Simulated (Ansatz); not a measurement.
# Kohn anomalies in CdAg (Pm-3m)

Wanted: frequencies of CdAg (Pm-3m) solved wavevector by wavevector at several smearings.

Main program and level: Ansatz 0.2.0; DFT PBEsol, scalar-relativistic, plane waves, PAW.

## 1. The starting structure

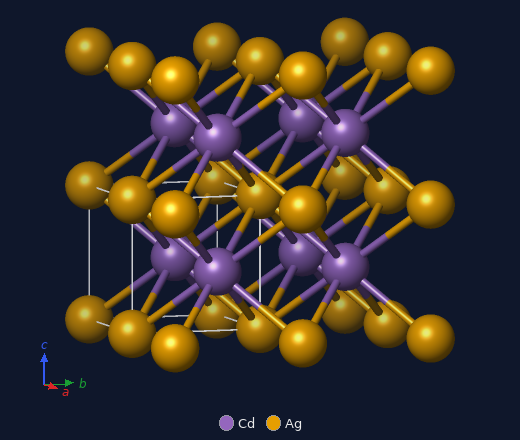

The starting structure, seen slightly off an axis (cadmium purple, silver orange). 2×2×2 cells are drawn. Some periodic images of atoms are drawn too.

As a file:

```cif
data_structure
_symmetry_space_group_name_H-M 'Pm-3m'
_symmetry_Int_Tables_number 221
_cell_length_a 3.3300
_cell_length_b 3.3300
_cell_length_c 3.3300
_cell_angle_alpha 90.000
_cell_angle_beta 90.000
_cell_angle_gamma 90.000
_cell_volume 36.93
loop_
_atom_site_label
_atom_site_type_symbol
_atom_site_symmetry_multiplicity
_atom_site_Wyckoff_symbol
_atom_site_fract_x
_atom_site_fract_y
_atom_site_fract_z
_atom_site_occupancy
Cd1 Cd 1 b 0.50000 0.50000 0.50000 1
Ag1 Ag 1 a 0.00000 0.00000 0.00000 1
```

## 2. Relaxation

Lattice constant and positions set the bands and the force constants, so the cell is relaxed first.

input.yaml

```yaml
crystal:
  lattice:
    - [3.33, 0.0, 0.0]
    - [0.0, 3.33, 0.0]
    - [0.0, 0.0, 3.33]
  atoms:
    - { symbol: Cd, position: [0.5, 0.5, 0.5] }
    - { symbol: Ag, position: [0.0, 0.0, 0.0] }
kpoints:
  mp_grid: { grid: [10, 10, 10] }
hamiltonian:
  xc: pbesol
scf:
  occupations: { method: gaussian, width: 0.1 }
output:
  forces: true
  stress: true
  eigenvalues: true
relax:
  adjacent_minimum: "off"
  f_tol: 0.005
  max_steps: 80
  cell: { stress_tol: 0.05 }
```

Started as:

```console
$ ansatz run input.yaml --threads 4 --pin off --max-ram 8192MiB --backend cpu --events-out ev --progress --plain --runs-dir out
```

Numbers of over 12 decimals in the logs are rounded to 6 here.

What it wrote:

```text
[the first part of the log is left out]
  E_xc         = -360.140866
  E_vxc        = -456.758678  (∫ρ·V_xc dr)
  E_paw        = -7846.715880  (= ΣΔE_a)
  E_vpaw       = -948.057634  (= ΣTr[D̂ρ^β])
  E_aug_tail   = 0.000294  (compensation charges beyond the density's cutoff)
  E_ewald      = -6025.987904
  E_core_change = 0.664699  (= ΣΔE_core)
  E_smearing   = -0.003523  (= −TS)
  E_closure    = 0.000000  (closes the sum)
  Σ components = -15706.463951   (vs F -15706.463951, Δ=0.00e0)
--- Forces (eV/Å), atoms counted from 1 ---
  atom   1  Cd    -0.00000000    -0.00000000     0.00000000
  atom   2  Ag     0.00000000     0.00000000    -0.00000000
  max |Σ_I F_I| component: 9.73e-30 eV/Å
--- Stress (GPa, compression-positive) ---
        0.009026       0.000000      -0.000000
        0.000000       0.009026      -0.000000
       -0.000000      -0.000000       0.009026
  P = ⅓ Tr σ = 0.0090 GPa (0.090 kbar)
--- Band table (eV; the first three rows and the last of 56) ---
  k-point 0: bands = ["-85.7067", "-75.3577", "-46.7840", "-46.7840", "-46.7840", "-38.8492", "-38.8492", "-38.8492", "7.6220", "7.6220", "8.0852", "8.3750", "8.3750", "8.3750", "11.8437", "11.8437", "12.7630", "12.7630", "12.7630", "22.0837", "22.0837", "22.0837", "26.9180", "28.0122"]
  k-point 1: bands = ["-85.7067", "-75.3576", "-46.7848", "-46.7839", "-46.7839", "-38.8508", "-38.8491", "-38.8491", "7.6447", "7.6758", "8.2442", "8.3622", "8.3622", "8.3878", "11.8192", "11.8784", "12.6860", "12.6860", "12.7453", "20.9361", "22.3658", "22.3658", "27.2733", "28.0386"]
  k-point 2: bands = ["-85.7066", "-75.3575", "-46.7870", "-46.7837", "-46.7837", "-38.8549", "-38.8489", "-38.8489", "7.7056", "7.8081", "8.3289", "8.3289", "8.4216", "8.7235", "11.7535", "11.9726", "12.4954", "12.4954", "12.6984", "18.8599", "23.1681", "23.1681", "27.4074", "28.1207"]
  k-point 55: bands = ["-85.7057", "-75.3557", "-46.7914", "-46.7914", "-46.7914", "-38.8632", "-38.8632", "-38.8632", "7.8683", "7.8683", "7.8683", "8.8074", "8.8074", "11.2157", "11.2157", "11.2157", "13.0406", "13.0406", "19.5387", "21.2601", "21.2601", "21.2601", "21.4280", "21.4280"]
--- Relaxed structure (4 steps of the walk, 3 accepted, 1 SCFs on fresh bases) ---
  F+E_penalty+E_count = -15706.46395096 eV   max|allowed force component| = 5.654e-30 eV/Å   (the final SCF, on the basis selected at the relaxed cell)
  cell:  # Å, volume = 36.1982 Å³
    - [3.307976, 0, 0]
    - [0, 3.307976, 0.0]
    - [0, 0.0, 3.307976]
  atoms:
    - { symbol: Cd, position: [0.5, 0.5, 0.5] }
    - { symbol: Ag, position: [0, 0, 0] }
```

Elapsed: 6.3 s, on 4 threads of Arm Neoverse N1, shared host; peak memory 0.4 GiB; 22 s of CPU time.

The steps of the relaxation:

```tsv
step	energy less that of the first step (eV)	largest force component (eV/Å)	pressure (GPa)	volume (Å³)
1	0.0000	0.0000	-1.83	36.93
2	-0.0002	0.0000	2.05	35.49
3	-0.0044	0.0000	-0.09	36.23
4	-0.0044	0.0000	0.00	36.20
5	-0.0042	0.0000	0.01	36.20
```

The log counts 1 steps on a newly chosen plane-wave basis, not all of them marked here; energy and pressure can jump at such steps. Relaxation step 2 was tried and not accepted.

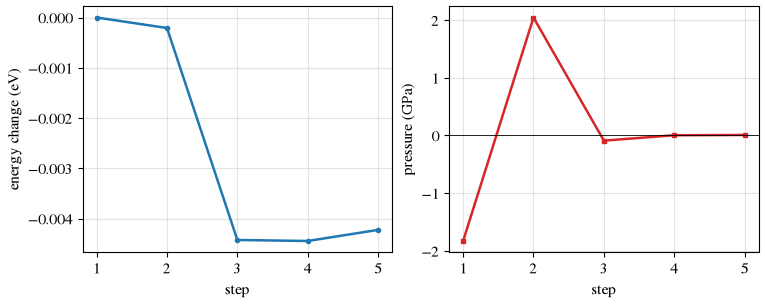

Energy and pressure along the relaxation.

```tsv
conventional cell, symmetrised	before	after	change
a (Å)	3.330	3.308	-0.7 %
b (Å)	3.330	3.308	-0.7 %
c (Å)	3.330	3.308	-0.7 %
volume (Å³/atom)	18.46	18.10	-2.0 %
```

The relaxed structure:

```xyz
2
Lattice="3.3080 0.0000 0.0000 0.0000 3.3080 0.0000 0.0000 0.0000 3.3080" Properties=species:S:1:pos:R:3 pbc="T T T"
Cd    1.6540    1.6540    1.6540
Ag    0.0000    0.0000    0.0000
```

This step gave:

```yaml
pressure: 0.009026 GPa
volume_per_atom: 18.10 Å³
metallic_on_mesh: yes
gap_on_the_k_mesh: 0 eV
```

The largest force is now zero by symmetry and the largest stress component 0.0090 GPa, small enough for phonons.

## 3. Phonons along a line: Fermi–Dirac smearing of 0.1 eV

The smearing blurs the Fermi surface that screens the phonons; a Fermi–Dirac width is an electronic temperature.

input.yaml

```yaml
crystal:
  lattice:
    - [3.3079759737, 0.0, 0.0]
    - [0.0, 3.3079759737, 0.0]
    - [0.0, 0.0, 3.3079759737]
  atoms:
    - { symbol: Cd, position: [0.5, 0.5, 0.5] }
    - { symbol: Ag, position: [0.0, 0.0, 0.0] }
kpoints:
  mp_grid: { grid: [16, 16, 16] }
hamiltonian:
  xc: pbesol
scf:
  occupations: { method: fermi_dirac, width: 0.1 }
output:
  eigenvalues: true
phonons:
  method: dfpt
  qpoints:
    - [0, 0, 0]
    - [0.0, 0.0625, 0.0]
    - [0.0, 0.1875, 0.0]
    - [0.0, 0.3125, 0.0]
    - [0.0, 0.4375, 0.0]
```

What it wrote:

```text
[...]
Crystal: 2 atoms, lattice volume = 36.198 Å³
Basis set: ecut = 420 eV, 739 PW (Γ), exchange–correlation on 48×48×48 points (8 copies of the dense FFT grid, shifted against one another)
Bands: 24, of which v1, the nominal top of the filled ones, is band 20 counted from 1 (19 counted from 0)
Symmetry: 48 space group operations
k-points: 165 of 4096
[...]
SCF iter   1: F=—  HF=-15706.479421 eV  |F-HF|=—  |Δ(HF+E_count)|=         —  Δρ=7.21e-3  dr2=1.48e-2  ethr=1.77e-3  ⟨swp⟩=5.4  Hψ=15090  notcnv=0
[...]
SCF iter   9: F=-15706.475345 eV  HF=-15706.475345 eV  |F-HF|=3.64e-12  |Δ(HF+E_count)|=  7.28e-12  Δρ=6.80e-8  dr2=1.27e-12  ethr=1.00e-12  ⟨swp⟩=5.2  Hψ=15291  notcnv=0
SCF 1 converged in 9 iterations: F = -15706.475345 eV  dr2 = 1.27e-12
[...]
NSCF: frozen V_eff on 165 k-points
WARN: eigensolver did not converge in 9 slots of this pass, the one above among them; of largest residual over every band (k=81): 1 band(s) unlocked (lowest unlocked band 23, counted from 0; max residual 1.12e-5 eV among the unlocked bands, 1.12e-5 eV over every band); of lowest unlocked band (k=17): band 23
[...]
DFPT response loops at q = (0, 0, 0) (fractional): preconditioner auto → Kerker (q_TF=auto, 2.762 Å⁻¹) (partly filled bands, converged f_vac=0.000); β = 1.00, the filter's whole step (`scf.mixing.beta` (0.50) is not read by the response loops under this deck's `scf.mixing.preconditioner`; to damp them name `kerker` or `kerker_dos`, under which they read `scf.mixing.beta`, and type it under 1.00, their step now; both keys bind the ground state too); Broyden in place of MSR1
[...]
SCF converged after 9 iterations
Free energy (F): -15706.475345 eV
[...]
Internal energy: -15706.458025 eV  (E = F + TS)
E sigma→0 (E₀):  -15706.466685 eV
Entropy (-TS):   -0.017319 eV (-8.660 meV/atom)
Fermi energy:    17.066847 eV
[...]
--- Band table (eV; the first three rows and the last of 165) ---
  k-point 0: bands = [... 16 lower, 12.7639, 12.7639, 12.7639, 22.0838, 22.0838, 22.0838, 26.9183, 28.0125]
  k-point 1: bands = [... 16 lower, 12.7329, 12.7329, 12.7568, 21.5761, 22.1950, 22.1950, 27.1422, 28.0228]
  k-point 2: bands = [... 16 lower, 12.6468, 12.6468, 12.7367, 20.4446, 22.5212, 22.5212, 27.3230, 28.0540]
  k-point 164: bands = [... 16 lower, 13.0413, 13.0413, 19.5392, 21.2602, 21.2602, 21.2602, 21.4284, 21.4284]
--- Phonons (Γ-DFPT): 2 representative perturbations + reference (Σ response iterations 8) ---
  ASR residual: 7.399e-5 → 0.000e0 eV/Å²; symmetrization residual: 3.302e-7 eV/Å²
  ASR residual per site (eV/Å²): 2.11e-5 7.40e-5
  Γ frequencies (cm⁻¹): 0.00 0.00 0.00 138.11 138.11 138.11
  non-analytic LO–TO correction: not included (Born effective charges unavailable; polar crystals: no LO–TO splitting at Γ)
--- Phonons (arbitrary-q DFPT): 5 explicit q-points ---
  q = [0, 0, 0] (of the zone-centre solve; hermiticity 1.71e-7, symmetrization 2.09e-11): -0.00 -0.00 0.00 138.11 138.11 138.11
  q = [0, 0.0625, 0] (4 solved perturbations in 4032 linear systems a pass and spin channel, the states on 1296 of 4096 k-point pairs; hermiticity 2.04e-6, symmetrization 1.40e-11): 15.01 15.01 19.75 137.44 137.44 138.30
[...]
sum rule: each row above includes the acoustic sum rule's correction from the zone centre's row sums; it moved no ω² by more than (0.43 cm⁻¹)²
```

Elapsed: 9.9 min, on 4 threads; peak memory 2.6 GiB.

Reading the cycles: dr2 is the Hartree energy of the density residual (eV), the measure of convergence; HF is the Harris–Foulkes estimate of the energy, which meets the free energy F at convergence.

Each wavevector solved by linear response. Table of frequency by |q| along the line:

```tsv
|q| along the line (Å⁻¹)	mode 1 = mode 2 (cm⁻¹)	mode 3 (cm⁻¹)	mode 4 = mode 5 (cm⁻¹)	mode 6 (cm⁻¹)
0.000	0	0	138	138
0.119	15.0	19.8	137	138
0.356	42.8	55.8	131	138
0.594	66.1	84.6	120	134
0.831	86.3	104	105	128
```

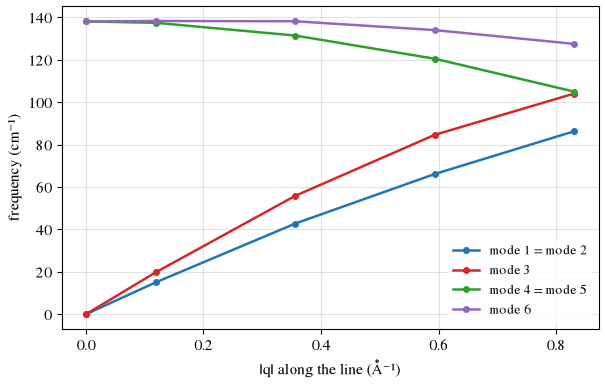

Frequency, plotted against |q| along the line.

## 4. Phonons along a line: Fermi–Dirac smearing of 0.25 eV

Each wavevector is solved by itself, so no interpolation smooths a dip of the branch.

input.yaml: that of step 3 with these lines changed.

```diff
@@ -13,3 +13,3 @@
 scf:
-  occupations: { method: fermi_dirac, width: 0.1 }
+  occupations: { method: fermi_dirac, width: 0.25 }
 output:
```

Wider smearing eases the sum over k-points of a metal but moves the result away from its zero-temperature value.

What it wrote:

```text
band count auto-derived: 25 (N_el = 39.0; filled up to band 20; 24 by the electrons, moments and atoms)
[...]
Crystal: 2 atoms, lattice volume = 36.198 Å³
Basis set: ecut = 420 eV, 739 PW (Γ), exchange–correlation on 48×48×48 points (8 copies of the dense FFT grid, shifted against one another)
Bands: 25, of which v1, the nominal top of the filled ones, is band 20 counted from 1 (19 counted from 0)
Symmetry: 48 space group operations
k-points: 165 of 4096
[...]
SCF iter   1: F=—  HF=-15706.522869 eV  |F-HF|=—  |Δ(HF+E_count)|=         —  Δρ=7.22e-3  dr2=1.49e-2  ethr=1.77e-3  ⟨swp⟩=4.6  Hψ=15272  notcnv=0
[...]
SCF iter   9: F=-15706.518781 eV  HF=-15706.518781 eV  |F-HF|=1.82e-12  |Δ(HF+E_count)|=  5.46e-12  Δρ=7.17e-8  dr2=1.35e-12  ethr=1.00e-12  ⟨swp⟩=5.2  Hψ=15579  notcnv=0
SCF 1 converged in 9 iterations: F = -15706.518781 eV  dr2 = 1.35e-12
[...]
SCF converged after 9 iterations
Free energy (F): -15706.518781 eV
[...]
Internal energy: -15706.416328 eV  (E = F + TS)
E sigma→0 (E₀):  -15706.467554 eV
Entropy (-TS):   -0.102453 eV (-51.227 meV/atom)
Fermi energy:    17.092758 eV
[...]
--- Band table (eV; the first three rows and the last of 165) ---
  k-point 0: bands = [... 16 lower, 12.7625, 12.7625, 12.7625, 22.0839, 22.0839, 22.0839, 26.9183, 28.0126, ... 1 higher]
  k-point 1: bands = [... 16 lower, 12.7316, 12.7316, 12.7555, 21.5762, 22.1951, 22.1951, 27.1422, 28.0228, ... 1 higher]
  k-point 2: bands = [... 16 lower, 12.6455, 12.6455, 12.7353, 20.4447, 22.5213, 22.5213, 27.3230, 28.0541, ... 1 higher]
  k-point 164: bands = [... 16 lower, 13.0396, 13.0396, 19.5401, 21.2601, 21.2601, 21.2601, 21.4285, 21.4285, ... 1 higher]
[...]
ASR residual: 3.422e-4 → 0.000e0 eV/Å²; symmetrization residual: 4.058e-7 eV/Å²
  ASR residual per site (eV/Å²): 2.22e-4 3.42e-4
  Γ frequencies (cm⁻¹): 0.00 0.00 0.00 138.01 138.01 138.01
[...]
--- Phonons (arbitrary-q DFPT): 5 explicit q-points ---
[...]
```

Run time: 10 min. Hardware: 4 threads; peak memory 2.7 GiB.

Each wavevector solved by linear response. Table of frequency by |q| along the line:

```tsv
|q| along the line (Å⁻¹)	mode 1 = mode 2 (cm⁻¹)	mode 3 (cm⁻¹)	mode 4 = mode 5 (cm⁻¹)	mode 6 (cm⁻¹)
0.000	0	0	138	138
0.119	14.9	19.7	137	138
0.356	42.5	56.1	131	138
0.594	65.9	85.1	120	134
0.831	86.3	104	105	127
```

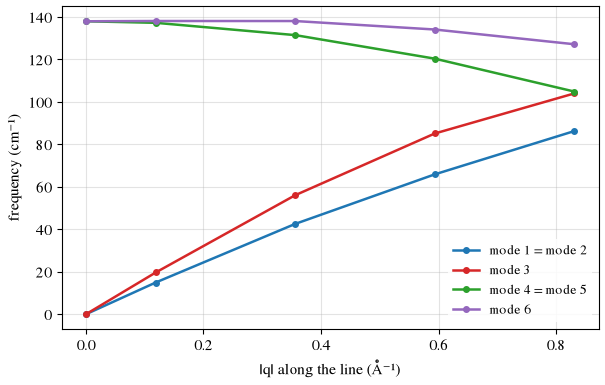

Frequency, plotted against |q| along the line.

Against step 3 (now smearing width 0.25 eV), the free energy moves by -21.7 meV an atom.

## 5. Phonons along a line: Fermi–Dirac smearing of 0.04 eV

The smearing blurs the Fermi surface that screens the phonons; a Fermi–Dirac width is an electronic temperature.

input.yaml: that of step 4 with these lines changed.

```diff
@@ -13,3 +13,3 @@
 scf:
-  occupations: { method: fermi_dirac, width: 0.25 }
+  occupations: { method: fermi_dirac, width: 0.04 }
 output:
```

Narrower smearing comes nearer the zero-temperature value but asks more of the mesh.

What it wrote:

```text
[...]
Crystal: 2 atoms, lattice volume = 36.198 Å³
Basis set: ecut = 420 eV, 739 PW (Γ), exchange–correlation on 48×48×48 points (8 copies of the dense FFT grid, shifted against one another)
Bands: 24, of which v1, the nominal top of the filled ones, is band 20 counted from 1 (19 counted from 0)
Symmetry: 48 space group operations
k-points: 165 of 4096
[...]
SCF iter   1: F=—  HF=-15706.471645 eV  |F-HF|=—  |Δ(HF+E_count)|=         —  Δρ=7.24e-3  dr2=1.50e-2  ethr=1.77e-3  ⟨swp⟩=5.8  Hψ=15599  notcnv=0
[...]
SCF iter   9: F=-15706.467519 eV  HF=-15706.467519 eV  |F-HF|=1.82e-12  |Δ(HF+E_count)|=    0.00e0  Δρ=7.00e-8  dr2=1.36e-12  ethr=1.00e-12  ⟨swp⟩=5.9  Hψ=15697  notcnv=0
SCF 1 converged in 9 iterations: F = -15706.467519 eV  dr2 = 1.36e-12
[...]
SCF converged after 9 iterations
Free energy (F): -15706.467519 eV
[...]
Internal energy: -15706.464085 eV  (E = F + TS)
E sigma→0 (E₀):  -15706.465802 eV
Entropy (-TS):   -0.003434 eV (-1.717 meV/atom)
Fermi energy:    17.057658 eV
[...]
--- Band table (eV; the first three rows and the last of 165) ---
  k-point 0: bands = [... 16 lower, 12.7635, 12.7635, 12.7635, 22.0837, 22.0837, 22.0837, 26.9181, 28.0123]
  k-point 1: bands = [... 16 lower, 12.7325, 12.7325, 12.7565, 21.5760, 22.1949, 22.1949, 27.1420, 28.0226]
  k-point 2: bands = [... 16 lower, 12.6464, 12.6464, 12.7363, 20.4445, 22.5211, 22.5211, 27.3228, 28.0538]
  k-point 164: bands = [... 16 lower, 13.0411, 13.0411, 19.5389, 21.2601, 21.2601, 21.2601, 21.4282, 21.4282]
[...]
ASR residual: 1.054e-4 → 0.000e0 eV/Å²; symmetrization residual: 7.199e-7 eV/Å²
  ASR residual per site (eV/Å²): 2.66e-5 1.05e-4
  Γ frequencies (cm⁻¹): 0.00 0.00 0.00 138.54 138.54 138.54
[...]
--- Phonons (arbitrary-q DFPT): 5 explicit q-points ---
[...]
```

It took 9.8 min on 4 threads; peak memory 2.6 GiB.

[end of part 1 of 2]

[Logs are printed without paths, hosts, clocks, repeated set-up lines and the standing remarks that a program may print on its own settings, such as how far it seeks lower states.]

[Hosts, paths, dates, database ids (printed as entryN), source tags and the programs' standing remarks are cut or masked in the printed files.]
